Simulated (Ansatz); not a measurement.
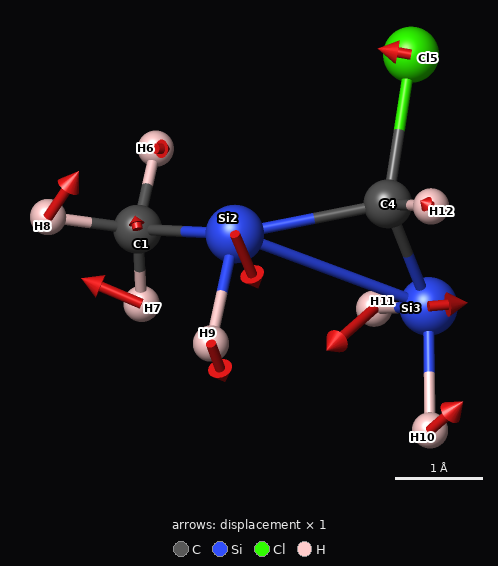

This is a relaxation of C2H7ClSi2 (coarse preliminary run). The starting structure is drawn; red arrows show the displacements, at their true length. The two geometries are superimposed by the best rigid fit.

Style: ball-and-stick. Shown at a tilt.

The start comes from a force field.

All numbers below come from RKS PBE-D4/def2-SVP (Ansatz).

The input:
```yaml
crystal:
  periodic: [false, false, false]
  atoms:
    - {symbol: C, position_ang: [-1.403400, -0.402100, 1.007400]}
    - {symbol: Si, position_ang: [-0.249500, 0.946700, 0.462700]}
    - {symbol: Si, position_ang: [1.476800, -0.700100, -0.903300]}
    - {symbol: C, position_ang: [0.626800, 0.786200, -1.112000]}
    - {symbol: Cl, position_ang: [-0.552700, 0.733700, -2.518500]}
    - {symbol: H, position_ang: [-2.063700, -0.685500, 0.154700]}
    - {symbol: H, position_ang: [-0.915300, -1.224600, 1.425300]}
    - {symbol: H, position_ang: [-2.090900, 0.051500, 1.754000]}
    - {symbol: H, position_ang: [0.661400, 1.358300, 1.620200]}
    - {symbol: H, position_ang: [2.636200, -0.591000, 0.099900]}
    - {symbol: H, position_ang: [0.742800, -1.962300, -0.650000]}
    - {symbol: H, position_ang: [1.208300, 1.633900, -1.306500]}
basis:
  gaussian: {orbitals: def2-SVP}
hamiltonian: {xc: pbe, dispersion: d4}
relax: {f_tol: 0.03, max_steps: 200}
```

Command:
```bash
ansatz run in.yaml --threads 4 --pin off --events-out ev --progress --plain --max-ram 10444MiB
```

What happened in the run?

The largest move after the best rigid fit is that of H11, 1.08 Å. By element the largest moves are H 1.08 Å, Si 0.94 Å, Cl 0.39 Å, C 0.17 Å. Some distances before and after: Si2–H11 3.269 → 1.656 Å, Si3–H11 1.482 → 1.775 Å, Si3–C4 1.725 → 1.981 Å, Si2–Si3 2.749 → 2.569 Å. Among the angles between lasting bonds that change: Si2–Si3–H11 96.6° → 39.8°, C4–Si3–H11 120.7° → 84.8°, C1–Si2–Si3 95.8° → 125.8°. The energy falls by 1.443 eV in 16 geometry steps. Largest force component: 3 eV/Å at the start, 0.026 eV/Å at the end. Cost: 27 s on 4 threads of Arm Neoverse V1, with other jobs on the host.
